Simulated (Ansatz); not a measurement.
**GaH2OF (SMILES [OH][GaH][F]) at wB97X/cc-pVDZ**

Aim: the vertical ionisation energy of GaH2OF at wB97X/cc-pVDZ, from 2 runs. 

The results are computed with Ansatz 0.2.0.

61 further runs of the same task are left out: 61 set aside as unsound or not needed.

### Step 1. The system as given

The species is GaH2OF (5 atoms), meant as a singlet with charge 0. SMILES: `[OH][GaH][F]`. The shape is that of a PBE0-D4/def2-TZVP optimisation. This is one conformer, not always the lowest.

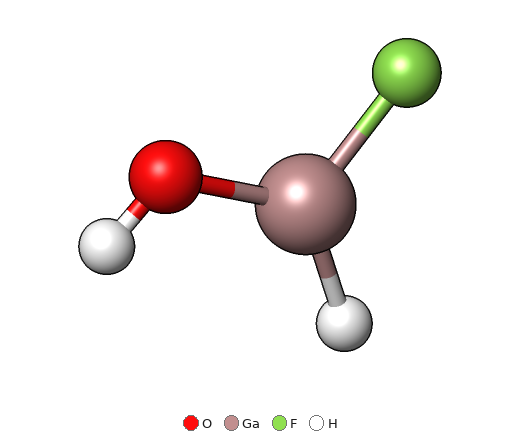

The structure, seen from a chosen angle (oxygen red, gallium pink, fluorine green, hydrogen white).

### Step 2. The energy at wB97X/cc-pVDZ

The input, job.yaml:

```yaml
crystal:
  periodic: [false, false, false]
  atoms:
    - {symbol: O, position_ang: [-1.130400, -0.588700, -0.283800]}
    - {symbol: Ga, position_ang: [0.383700, 0.280500, 0.015600]}
    - {symbol: F, position_ang: [0.438300, 1.777800, -0.881200]}
    - {symbol: H, position_ang: [-1.210600, -1.420700, 0.187200]}
    - {symbol: H, position_ang: [1.569000, -0.122600, 0.920900]}
basis:
  gaussian: {orbitals: cc-pVDZ}
hamiltonian: {xc: {name: wB97X}}
accuracy: high
output: {orbitals: {seedname: orbitals}}
```

The run is started by

```bash
$ ansatz run job.yaml --threads 1 --pin off --max-ram 3480MiB --events-out events.jsonl --progress --plain --runs-dir runs
```

The program printed:

```text
Warning: RAYON_NUM_THREADS=1 ignored (pool sized by the plan → 1); use --threads N
Functional definition: wB97X
  name "wB97X"
  parameter omega = 0.3/bohr
  parameter cx = 0.157706
  parameter cx1 = 0.726479
  parameter cx2 = 1.04760
  parameter cx3 = -5.70635
  parameter cx4 = 13.2794
  parameter css1 = -4.33879
  parameter css2 = 18.2308
  parameter css3 = -31.7430
  parameter css4 = 17.2901
  parameter cos1 = 2.37031
  parameter cos2 = -11.3995
  parameter cos3 = 6.58405
  parameter cos4 = -3.78132
  exchange = spin_sum(e_x_unif_sr(omega)*poly(b97_u_x, 1 - cx, cx1, cx2, cx3, cx4)) + cx*exact_x_sr(omega)
      + exact_x_lr(omega)
  correlation = spin_sum(e_c_pw_same_spin*poly(b97_u_same, 1, css1, css2, css3, css4))
      + integral(e_c_pw_opposite_spin*poly(b97_u_opposite, 1, cos1, cos2, cos3, cos4))
1380 factors; integrals over basis functions are off by at most 4.4e-9 eV
264 factors; integrals over basis functions are off by at most 1.7e-9 eV
mean field evaluation 1: about -57169.3645 eV, gradient 5.8e1 eV
mean field evaluation 2: about -57165.8652 eV, gradient 7.6e1 eV
mean field evaluation 4: about -57175.4605 eV, gradient 1.7e0 eV
mean field evaluation 8: about -57175.5134 eV, gradient 1.0e-1 eV
mean field evaluation 16: about -57175.5134 eV, gradient 1.3e-5 eV
mean field -57175.51344419 eV, -2101.1613641189 hartree, gradient 2.2e-8 eV, S^2 0.000000; 0 other end points of the search recorded, 0 dependent functions left out
reference -57175.51344093 eV, -2101.1613639992 hartree; 25, 25 occupied and 40, 40 virtual orbitals, 1380 factors
Total energy: -57175.51344093 eV, -2101.1613639992 hartree
```

Wall time 8.4 s (1 thread of Intel Xeon 6975P-C (Granite Rapids), shared host); peak memory 0.35 GiB.

### Step 3. The doublet cation at the same level

The input, in.yaml:

```yaml
crystal:
  periodic: [false, false, false]
  atoms:
    - {symbol: O, position_ang: [-1.130400, -0.588700, -0.283800]}
    - {symbol: Ga, position_ang: [0.383700, 0.280500, 0.015600]}
    - {symbol: F, position_ang: [0.438300, 1.777800, -0.881200]}
    - {symbol: H, position_ang: [-1.210600, -1.420700, 0.187200]}
    - {symbol: H, position_ang: [1.569000, -0.122600, 0.920900]}
basis:
  gaussian: {orbitals: cc-pVDZ}
total_charge: 1
magnetization: {spin_polarized: true, initial_magnetization: 1}
hamiltonian: {xc: {name: wB97X}}
accuracy: high
output: {orbitals: {seedname: orbitals}}
```

The run is started by

```bash
$ ansatz run in.yaml --threads 1 --pin off --max-ram 3480MiB --events-out events.jsonl --progress --plain --runs-dir runs
```

The program printed (excerpt; [...] marks lines left out):

```text
Warning: RAYON_NUM_THREADS=1 ignored (pool sized by the plan → 1); use --threads N
[... 2 set-up lines as earlier in the session ...]
[...]
      + exact_x_lr(omega)
[...]
      + integral(e_c_pw_opposite_spin*poly(b97_u_opposite, 1, cos1, cos2, cos3, cos4))
1378 factors; integrals over basis functions are off by at most 4.4e-9 eV
264 factors; integrals over basis functions are off by at most 1.7e-9 eV
[...]
mean field -57163.51189673 eV, -2100.7203153849 hartree, gradient 3.3e-8 eV, S^2 0.764907; 4 other end points of the search recorded, 0 dependent functions left out
reference -57163.51189343 eV, -2100.7203152634 hartree; 25, 24 occupied and 40, 41 virtual orbitals, 1378 factors
Total energy: -57163.51189343 eV, -2100.7203152634 hartree
```

Run time: 57 s. Hardware: 1 thread of Intel Xeon 6975P-C (Granite Rapids), shared host; peak memory 0.62 GiB.

### Step 4. Results

Level: wB97X/cc-pVDZ.

| quantity | value |
| --- | --- |
| singlet GaH2OF: total energy | -2101.16136 Eh |
| singlet GaH2OF: HOMO energy | -11.59 eV |
| singlet GaH2OF: LUMO energy | 1.22 eV |
| singlet GaH2OF: HOMO–LUMO gap | 12.81 eV |
| doublet cation: total energy | -2100.72032 Eh |
| doublet cation: HOMO energy (highest over α and β) | -18.72 eV |
| doublet cation: LUMO energy (lowest over α and β) | -12.40 eV |
| doublet cation: ⟨S²⟩ | 0.765 |
| vertical ionisation energy (to the doublet cation) | 12.002 eV |

What this shows: Removing an electron at fixed nuclei costs 12.00 eV (277 kcal/mol). The negative HOMO energy of the first species, 11.59 eV, lies 0.41 eV below that difference.
